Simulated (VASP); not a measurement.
Band structure of SiO2 (rutile). These are PBE GGA, VASP's PBE PAW potentials (set 64) (plane waves; VASP) values and carry that method's errors.

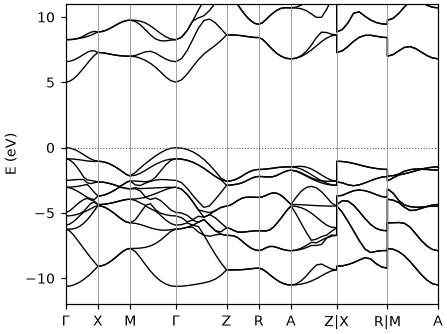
Figure. Bands along high-symmetry lines, zero at the valence-band maximum or, without a gap, the Fermi level

Problem. Read the plot: is there a gap, and where are the band edges?

Solution. The gap is direct, 5.02 eV, from the valence maximum at Γ to the conduction minimum at Γ. (Edges off the drawn lines would not show.)

The compound is SiO2 in the rutile structure, stishovite, a high-pressure form. It was relaxed first.
